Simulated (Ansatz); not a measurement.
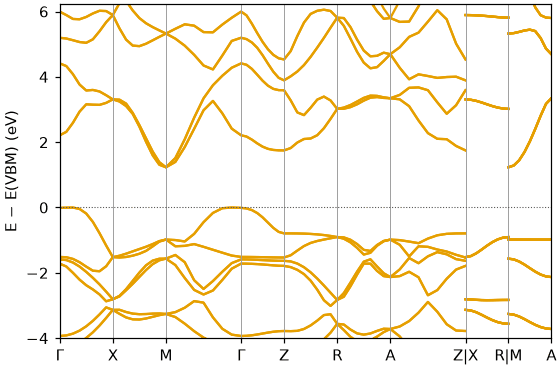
Fig. 1. Band structure from DFT-PBE+D3(BJ) with spin–orbit coupling in the program Ansatz with PAW potentials

The gap is 1.23 eV; an edge lies off the plotted path or next to a special point (maximum on the M–Γ line, 84 % of the way from M, minimum on the M–Γ line, 2 % of the way from M).

The material is PbO in space group P4/nmm (No. 129; Pb on 2c, O on 2a).

Symmetry was held in the PBE+D3(BJ) relaxation.

Potentials: the later of the program's two PAW sets.
